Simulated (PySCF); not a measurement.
**CH7GeSi (SMILES [SiH3][CH][GeH3]): levels of theory compared**

Aim: a comparison of 3 runs (UHF/ANO-RCC-MB, UHF/ANO-RCC-VDZ, UHF/ANO-RCC-VDZP) of CH7GeSi. The job is set up through a Python script.

Program for the calculation: PySCF 2.14.0.

## 1. Starting point

CH7GeSi has 10 atoms, charge 0, and is taken as a doublet. As SMILES, `[SiH3][CH][GeH3]`. Geometry: a GFN2-xTB relaxation, a rough one for these elements and not checked as a minimum.

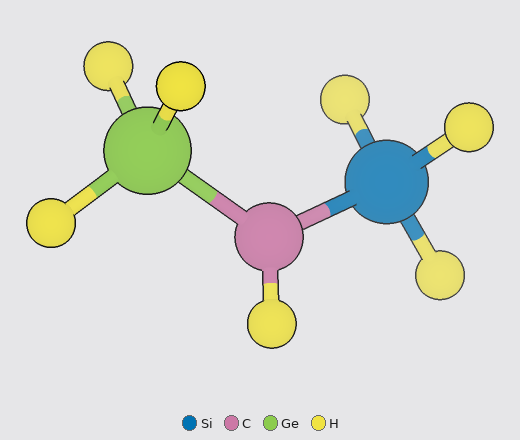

Viewed from a chosen angle; silicon blue, carbon pink, germanium green, hydrogen yellow.

## 2. The polarisability at UHF/ANO-RCC-MB (sfX2C) (run 1)

input.py reads:

```python
# [SiH3][CH][GeH3]
import numpy
from pyscf import gto
from pyscf.prop.polarizability import uhf

mol = gto.M(
    atom=[
    ('Si', (-1.120130, 0.994660, -0.792190)),
    ('C', (-0.254240, -0.589380, -0.344520)),
    ('Ge', (1.168860, -0.760390, 0.926100)),
    ('H', (-2.399800, 0.667310, -1.425950)),
    ('H', (-0.296950, 1.769420, -1.733920)),
    ('H', (-1.333870, 1.801520, 0.412910)),
    ('H', (-0.522620, -1.481250, -0.892380)),
    ('H', (1.342450, -2.179780, 1.368730)),
    ('H', (0.933970, 0.092450, 2.130500)),
    ('H', (2.482330, -0.314550, 0.350710)),
],
    charge=0,
    basis='ano-rcc-mb',
    verbose=3,
    spin=1,
    max_memory=1860,
)

mf = mol.UHF()
mf = mf.sfx2c1e()
mf.conv_tol = 1e-10
mf.kernel()
if not mf.converged:
    mf = mf.newton().run(mf.mo_coeff, mf.mo_occ)

e_final = mf.e_tot
print('E = %.10f Eh' % e_final)
pol = uhf.Polarizability(mf)
alpha = pol.polarizability()
print('isotropic polarizability %.4f bohr^3' % (numpy.trace(alpha) / 3))
alpha_w = pol.polarizability_with_freq(freq=0.0774)
beta = pol.hyper_polarizability()
```

The run is started by

```console
$ OMP_NUM_THREADS=1 python input.py
```

The program printed:

```text
converged SCF energy = -2428.34894219534  <S^2> = 0.77113399  2S+1 = 2.0210235
E = -2428.3489421953 Eh
isotropic polarizability 36.9848 bohr^3
```

It took 6.9 s on 1 thread of Intel Xeon 6975P-C (Granite Rapids), shared host; peak memory 0.16 GiB.

## 3. The response to a field at UHF/ANO-RCC-VDZ (sfX2C) (run 2)

input.py reads:

```python
import numpy
from pyscf import gto
from pyscf.prop.polarizability import uhf

mol = gto.Mole()
mol.atom = '''
Si    -2.116739     1.879635    -1.497022
C     -0.480444    -1.113767    -0.651048
Ge     2.208825    -1.436929     1.750075
H     -4.534965     1.261033    -2.694655
H     -0.561154     3.343719    -3.276634
H     -2.520649     3.404379     0.780287
H     -0.987609    -2.799157    -1.686354
H      2.536863    -4.119187     2.586525
H      1.764948     0.174705     4.026062
H      4.690924    -0.594413     0.662746
'''
mol.max_memory = 1860
mol.spin = 1
mol.basis = 'ano-rcc-vdz'
mol.verbose = 3
mol.unit = 'bohr'
mol.build()

mf = mol.UHF()
mf = mf.x2c()
mf.conv_tol = 1e-10
mf.kernel()
if not mf.converged:
    mf = mf.newton().run(mf.mo_coeff, mf.mo_occ)

etot = mf.e_tot
print(f'total energy: {etot:.8f} hartree')
pol = uhf.Polarizability(mf)
alpha = pol.polarizability()
print('isotropic polarizability %.4f bohr^3' % (numpy.trace(alpha) / 3))
alpha_w = pol.polarizability_with_freq(freq=0.0774)
beta = pol.hyper_polarizability()
```

The run is started by

```console
$ OMP_NUM_THREADS=1 python input.py
```

The program printed:

```text
converged SCF energy = -2428.46332927431  <S^2> = 0.76446656  2S+1 = 2.0144146
total energy: -2428.46332927 hartree
isotropic polarizability 55.8551 bohr^3
```

It took 11 s on 1 thread of Intel Xeon 6975P-C (Granite Rapids), shared host; peak memory 0.17 GiB.

## 4. The polarisability at UHF/ANO-RCC-VDZP (sfX2C) (run 3)

run.py reads:

```python
import numpy
from pyscf import gto, scf
from pyscf.prop.polarizability import uhf

system = gto.M(
    atom='''
Si    -2.116739     1.879635    -1.497022
C     -0.480444    -1.113767    -0.651048
Ge     2.208825    -1.436929     1.750075
H     -4.534965     1.261033    -2.694655
H     -0.561154     3.343719    -3.276634
H     -2.520649     3.404379     0.780287
H     -0.987609    -2.799157    -1.686354
H      2.536863    -4.119187     2.586525
H      1.764948     0.174705     4.026062
H      4.690924    -0.594413     0.662746
''',
    unit='bohr',
    basis='ano-rcc-vdzp',
    verbose=4,
    max_memory=1860,
    spin=1,
)

myscf = scf.UHF(system)
myscf = myscf.x2c()
myscf.conv_tol = 1e-10
myscf.kernel()
if not myscf.converged:
    myscf = myscf.newton().run(myscf.mo_coeff, myscf.mo_occ)

etot = myscf.e_tot
print('E(%s) = %.9f' % ('HF', etot))
pol = uhf.Polarizability(myscf)
alpha = pol.polarizability()
print('isotropic polarizability %.4f bohr^3' % (numpy.trace(alpha) / 3))
alpha_w = pol.polarizability_with_freq(freq=0.0774)
beta = pol.hyper_polarizability()
```

The run is started by

```console
$ OMP_NUM_THREADS=1 python run.py
```

The program printed:

```text
PySCF version 2.14.0

[... 102 lines left out ...]
converged SCF energy = -2428.55753338425  <S^2> = 0.76259943  2S+1 = 2.01256
[... 3 lines left out ...]
isotropic polarizability 59.6576 bohr^3
```

Wall time 32 s (1 thread of Intel Xeon 6975P-C (Granite Rapids), shared host); peak memory 0.27 GiB.

## 5. Overview of the runs

```tsv
run	level	energy (Eh)	dipole moment (D)	HOMO energy (eV)	LUMO energy (eV)	wall time
1	UHF/ANO-RCC-MB (sfX2C)	-2428.348942	0.54	-11.55	2.98	6.9 s
2	UHF/ANO-RCC-VDZ (sfX2C)	-2428.463329	0.49	-10.39	1.92	11 s
3	UHF/ANO-RCC-VDZP (sfX2C)	-2428.557533	0.56	-10.35	1.97	32 s
```

## 6. Summary of results

| quantity | value |
| --- | --- |
| run 3: total energy | -2428.55753 Eh |
| run 3: dipole moment | 0.56 D |
| run 3: HOMO energy (highest over α and β) | -10.35 eV |
| run 3: LUMO energy (lowest over α and β) | 1.97 eV |
| run 3: ⟨S²⟩ | 0.763 |
| run 3: mean static polarisability | 59.7 bohr³ |
| run 3: mean polarisability at ω = 0.0774 Eh | 61.4 bohr³ |

What this shows: The dipole moment (its size) runs from 0.49 D (UHF/ANO-RCC-VDZ) to 0.56 D (UHF/ANO-RCC-VDZP). In run 1 the basis is minimal, so the values are rough. All runs together took 50 s, the longest 32 s.
